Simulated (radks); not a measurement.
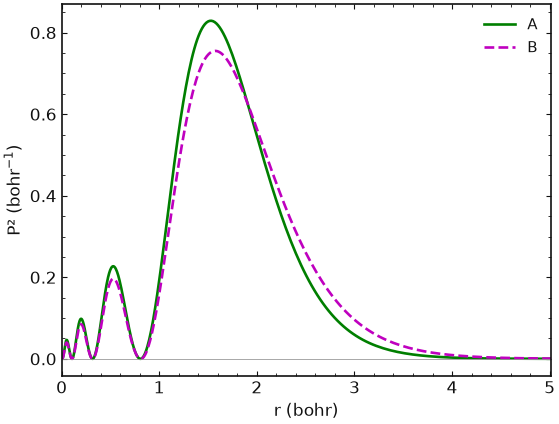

Two charge states of cerium were computed: Ce²⁺ in [Xe] 4f2 (both spins equally filled); Ce⁴⁺ in [Kr] 4d10 4f2 5p6 (both spins equally filled). Method: scalar-relativistic Kohn-Sham, r2SCAN, spin-polarised, spherical densities, finite nucleus; computed with the in-house radial solver radks.

The plot shows P² of the 5p down orbital in both runs (large components where relativistic).

Assign A and B.

A is Ce⁴⁺ in [Kr] 4d10 4f2 5p6 (both spins equally filled) (⟨r⟩ = 1.69 bohr, eigenvalue −58.5 eV); B is Ce²⁺ in [Xe] 4f2 (both spins equally filled) (⟨r⟩ = 1.79 bohr, eigenvalue −33.8 eV). Fewer electrons screen less, so the orbital shrinks.
